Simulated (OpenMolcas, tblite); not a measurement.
How methods differ on CH3AlF2O (SMILES C[O][Al]([F])[F])

CH3AlF2O: 8 atoms, total charge 0, spin state singlet. SMILES: `C[O][Al]([F])[F]`. Geometry: relaxed at PBE0-D4/def2-TZVP.

Quantity: the dipole moment, in D. The values are calculated.

```json
{"level": "GFN2-xTB", "kind": "semi-empirical", "program": "tblite", "value (D)": "2.81", "CPU time": "under 2 s"}
{"level": "GFN1-xTB", "kind": "semi-empirical", "program": "tblite", "value (D)": "2.90", "CPU time": "under 2 s"}
{"level": "HF/6-31G* (spherical functions)", "kind": "Hartree–Fock", "program": "OpenMolcas", "value (D)": "2.25", "CPU time": "7.9 s"}
{"level": "SVWN5/6-31G* (spherical functions)", "kind": "LDA", "program": "OpenMolcas", "value (D)": "2.09", "CPU time": "22 s"}
{"level": "BLYP/6-31G* (spherical functions)", "kind": "GGA", "program": "OpenMolcas", "value (D)": "1.99", "CPU time": "30 s"}
{"level": "M06-L/6-31G* (spherical functions)", "kind": "meta-GGA", "program": "OpenMolcas", "value (D)": "1.99", "CPU time": "39 s"}
{"level": "M06-2X/6-31G* (spherical functions)", "kind": "hybrid meta-GGA", "program": "OpenMolcas", "value (D)": "2.14", "CPU time": "38 s"}
{"level": "PBE0/6-31G* (spherical functions)", "kind": "global hybrid", "program": "OpenMolcas", "value (D)": "2.09", "CPU time": "28 s"}
```

The values span 1.99 to 2.90 D. Magnitudes only. CPU times are rough (shared hosts, several kinds of processor and program).

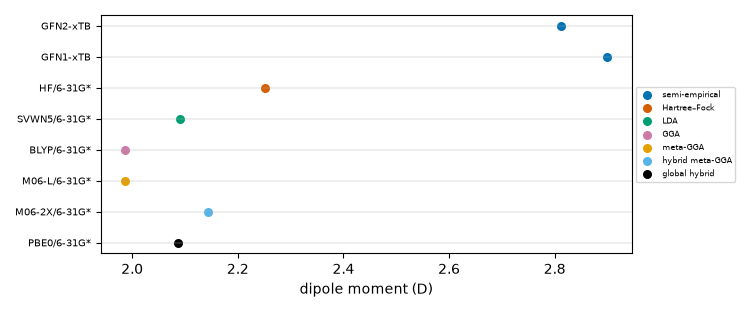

The values of the table, level by level.
